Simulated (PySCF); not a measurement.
**NMR shielding calculation of Si$_{2}$HO$_{2}$F$_{3}$**

System: Si$_{2}$HO$_{2}$F$_{3}$, SMILES O[Si]O[Si](F)(F)F.
Method: GIAO PBE0/pcSseg-2 NMR shielding, non-relativistic, gas phase (PySCF 2.14.0).

The geometry comes from this level: PBE0-D3(BJ)/def2-SVP. Figures and captions count atoms from 1; the log counts them from 0 in places.

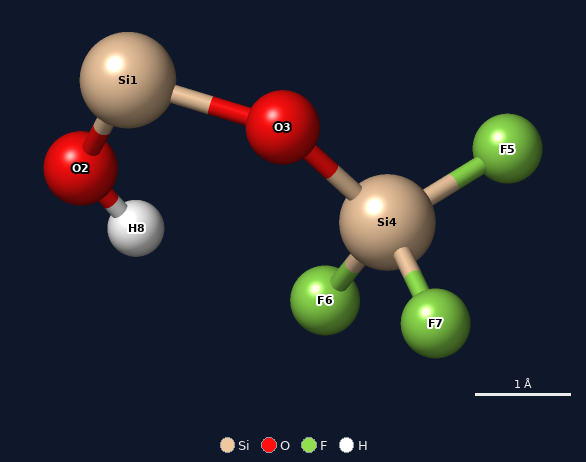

Fig. 1: The input geometry (ball-and-stick view, seen at a tilt; atoms are numbered from 1 in the order of the input). Bond lengths as drawn: F–Si 1.59 to 1.61 Å, H–O 0.97 Å and O–Si 1.61 to 1.71 Å.

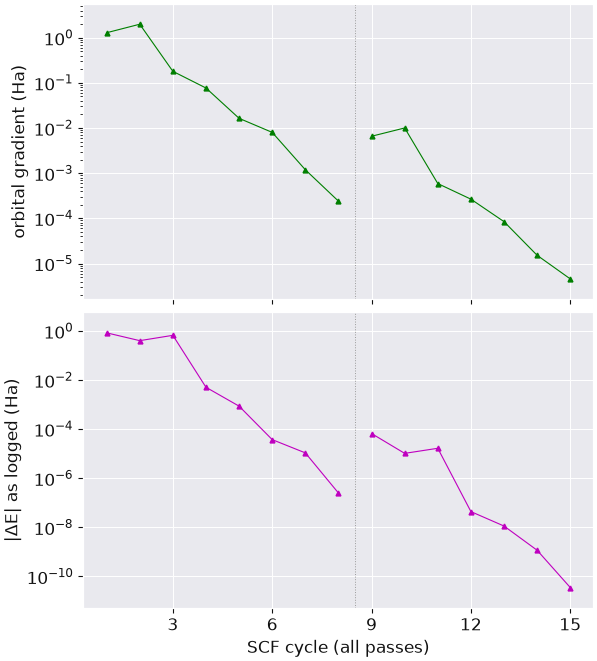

Fig. 2: Convergence of the self-consistent field: orbital gradient and size of the energy change against the SCF cycle. The dotted line marks the change from a coarse to the final integration grid. The first 8 cycles use a coarse grid, the final grid takes over at cycle 9, and the field converges after 15 cycles in all.

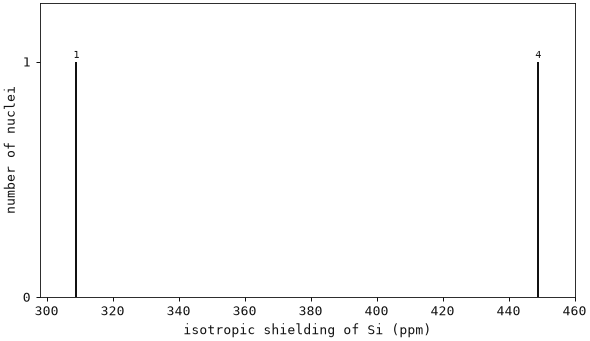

Fig. 3: Isotropic shieldings of the silicon nuclei in this fixed geometry, labelled by atom number; shielding grows to the right, so chemical shift grows to the left. The least shielded is Si1 (309.0 ppm), the most shielded Si4 (449.0 ppm).

These pictures come from the run below.

Input file
```
{"job": {"kind": "nmr", "xc": "PBE0", "basis": "pcSseg-2"}, "charge": 0, "multiplicity": 1}
Si     1.486654     1.527794    -0.553490
O      2.128056     0.019450    -0.774490
O     -0.076904     1.153826     0.036042
Si    -1.042954    -0.084449     0.398774
F     -1.473703    -0.081494     1.930689
F     -0.260416    -1.464710     0.121301
F     -2.360411    -0.096531    -0.493709
H      1.636910    -0.793267    -0.583837
```

The first line tells a small driver script what to run in PySCF; the rest is the geometry in Å.

Launch command:
```bash
OMP_NUM_THREADS=1 python <driver script> task.json out
```

Output
```
coarse grid: 9304 points
cycle   1  E = -1029.1828100497  dE =  8.376e-01  |g| = 1.289e+00  |ddm| = 2.459e+00
cycle   2  E = -1028.7805251468  dE =  4.023e-01  |g| = 1.989e+00  |ddm| = 1.376e+00
cycle   3  E = -1029.4438838790  dE = -6.634e-01  |g| = 1.802e-01  |ddm| = 8.875e-01
cycle   4  E = -1029.4489525671  dE = -5.069e-03  |g| = 7.696e-02  |ddm| = 1.129e-01
cycle   5  E = -1029.4498156532  dE = -8.631e-04  |g| = 1.641e-02  |ddm| = 3.408e-02
cycle   6  E = -1029.4498530071  dE = -3.735e-05  |g| = 8.011e-03  |ddm| = 1.194e-02
cycle   7  E = -1029.4498637765  dE = -1.077e-05  |g| = 1.193e-03  |ddm| = 3.645e-03
cycle   8  E = -1029.4498640258  dE = -2.494e-07  |g| = 2.407e-04  |ddm| = 9.342e-04
final grid: 86456 points
cycle   9  E = -1029.4456214899  dE = -6.618e-05  |g| = 6.582e-03  |ddm| = 1.598e-02
cycle  10  E = -1029.4456112004  dE =  1.029e-05  |g| = 1.004e-02  |ddm| = 6.168e-03
cycle  11  E = -1029.4456277817  dE = -1.658e-05  |g| = 5.897e-04  |ddm| = 4.110e-03
cycle  12  E = -1029.4456278254  dE = -4.364e-08  |g| = 2.663e-04  |ddm| = 3.632e-04
cycle  13  E = -1029.4456278366  dE = -1.126e-08  |g| = 8.463e-05  |ddm| = 1.513e-04
cycle  14  E = -1029.4456278378  dE = -1.159e-09  |g| = 1.521e-05  |ddm| = 3.938e-05
cycle  15  E = -1029.4456278378  dE = -3.524e-11  |g| = 4.571e-06  |ddm| = 1.117e-05
converged SCF energy = -1029.4456278378

GIAO shielding tensors (ppm)
atom      isotropic    diamagn.    paramagn.     s11        s22        s33       span
  0 Si     309.039     875.012    -565.974     91.615    321.354    514.147    422.532
  1 O      133.280     391.994    -258.714    -72.380    194.723    277.497    349.877
  2 O      150.623     398.275    -247.652     15.423    164.369    272.075    256.652
  3 Si     449.005     875.482    -426.478    433.531    442.602    470.881     37.350
  4 F      335.265     465.418    -130.154    292.005    298.250    415.539    123.534
  5 F      321.500     470.791    -149.290    265.366    298.605    400.530    135.164
  6 F      335.166     465.475    -130.309    292.059    298.022    415.416    123.357
  7 H       25.291      33.345      -8.054     18.513     22.484     34.876     16.363
```

Key numbers

```json
{"quantity": "outcome", "value": "converged"}
{"quantity": "total energy", "value": "−1029.445628 hartree"}
{"quantity": "HOMO", "value": "−8.10 eV"}
{"quantity": "LUMO", "value": "−1.95 eV"}
{"quantity": "dipole moment", "value": "0.44 D"}
{"quantity": "isotropic shielding, Si", "value": "309.0 to 449.0 ppm"}
{"quantity": "isotropic shielding, O", "value": "133.3 to 150.6 ppm"}
{"quantity": "isotropic shielding, F", "value": "321.5 to 335.3 ppm"}
{"quantity": "isotropic shielding, H", "value": "25.3 ppm"}
{"quantity": "hardware", "value": "1 CPU thread, shared host"}
{"quantity": "wall time", "value": "40 s"}
{"quantity": "peak memory", "value": "1.1 GiB"}
```
